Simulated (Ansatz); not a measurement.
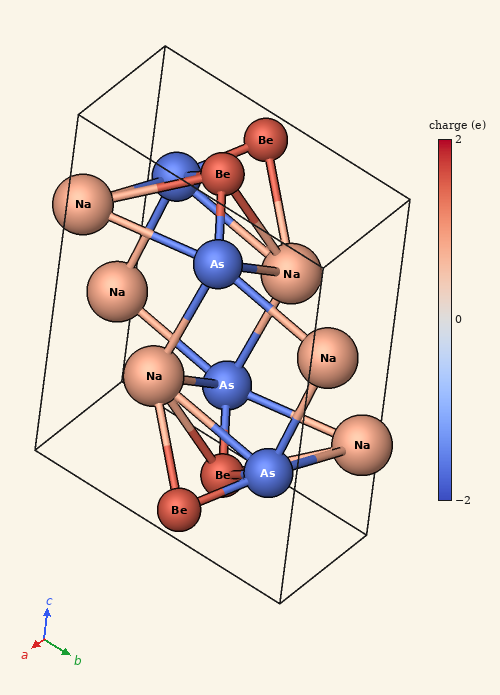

An orthographic ball-and-stick view of the structure, slightly off an axis. The outline marks the cell (the run's own, in a reduced setting). The atoms of this Na₂BeAs₂ cell are coloured by their Bader charge.

The calculation used Ansatz, DFT, PAW plane waves, r2SCAN, with a 500 eV plane-wave basis, k-points about 0.25 Å⁻¹ apart, cold smearing of 0.018 eV, no spin polarisation.

> Describe the charge distribution among the elements.

Most positive: Be; most negative: As. Charges: about Na +0.8 e; Be +1.5 e; As -1.6 e.

The model is a generated cell, made by putting these elements into a known structure type (the compound may or may not exist in this form); its atoms and cell weren't optimised. It went into a calculation with Ansatz.

At this level of theory the cell isn't at rest (compressed, at 4 GPa and forces up to 1.1 eV/Å), so its distances can differ from those at equilibrium, the more so the softer the solid.
